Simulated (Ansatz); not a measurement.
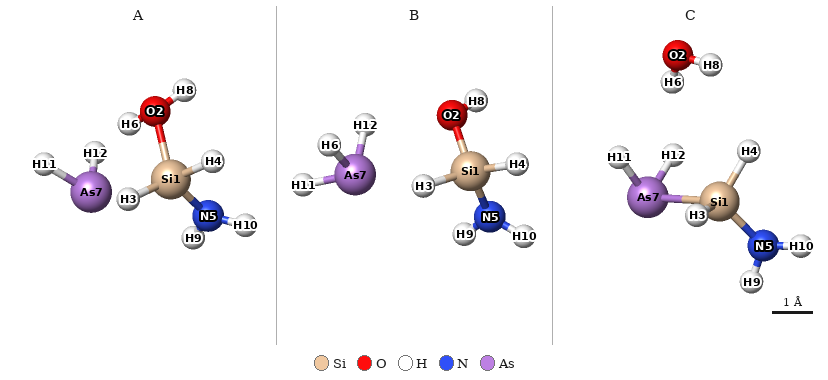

Three geometries of SiAsNH$_{8}$O: a saddle point and the two minima that it joins, in shuffled order. The picture is a ball-and-stick view, seen at a tilt. Sticks join atoms that are closer than about 1.2 times the sum of their covalent radii (a little more with hydrogen).

Stationary points at PBE0-D4/def2-TZVP, single-point energies with CCSD(T)/CBS, wB97M-V, B97M-V, r2SCAN0-D4 (def2-TZVPP where no basis is named; Ansatz 0.2.0). The energies are electronic, without zero-point or thermal terms, and both ends are the minima reached downhill from the saddle, with any fragments still in contact. CCSD(T)/CBS stands for a frozen-core estimate: MP2 correlation extrapolated from def2-TZVPP and def2-QZVPP, CCSD(T) minus MP2 from the smaller set.

### Identify the saddle point and describe the reaction.

Frame A is the saddle point. Counted by bonded pieces, B holds AsH₃ + SiH₅NO and C holds H₂O + SiAsH₆N. From B over the saddle to C, bonds form: Si1–As7 (3.79 → 2.84 → 2.36 Å), O2–H6 (3.26 → 1.06 → 0.96 Å). Bonds break: Si1–O2 (1.65 → 1.84 → 3.87 Å), H6–As7 (1.52 → 2.12 → 3.11 Å). The saddle has one imaginary mode, 390i cm⁻¹. With CCSD(T)/CBS the barrier is 193.9 kJ/mol from B and 112.6 kJ/mol from C, and C lies 81.2 kJ/mol above B.

| level | barrier from B (kJ/mol) | barrier from C (kJ/mol) | C less B (kJ/mol) |
| --- | --- | --- | --- |
| CCSD(T)/CBS | 193.9 | 112.6 | 81.2 |
| wB97M-V | 190.2 | 104.0 | 86.2 |
| B97M-V | 201.8 | 112.6 | 89.2 |
| r2SCAN0-D4 | 185.2 | 103.2 | 82.0 |

Against CCSD(T)/CBS, wB97M-V comes closest on the barrier from B (−3.6 kJ/mol) and r2SCAN0-D4 misses most (−8.6 kJ/mol).

Limits of the set-up: the start holds two separate molecules, 3.2 Å apart at their closest, whose relative position is a soft coordinate.
